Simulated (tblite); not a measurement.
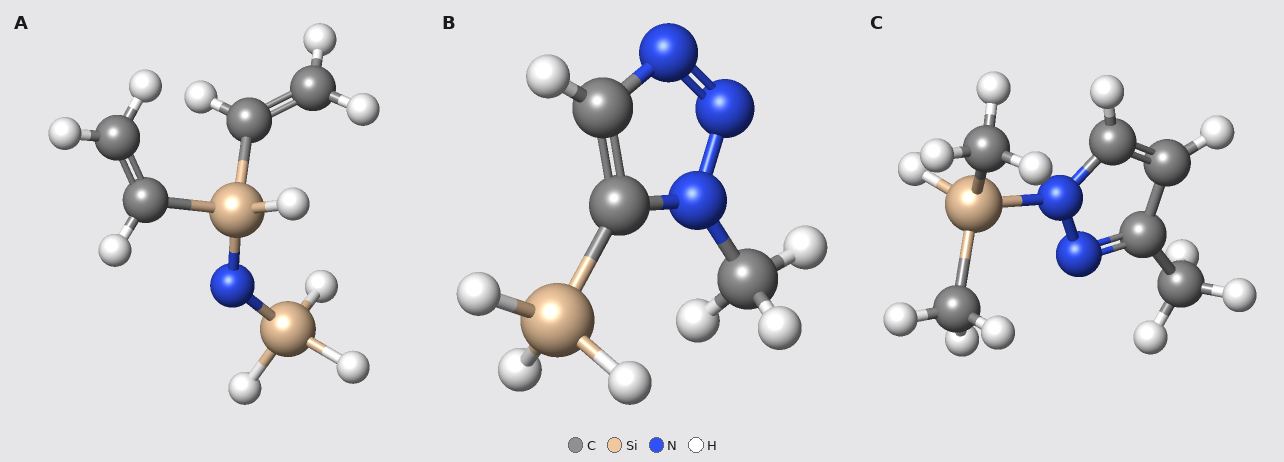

Source: calculation with tblite.

### Which panel belongs to which SMILES?
(1) Cc1ccn([SiH](C)C)n1
(2) Cn1nncc1[SiH3]
(3) C=C[SiH](C=C)[N-][SiH3]

A is (3), B is (2), C is (1).
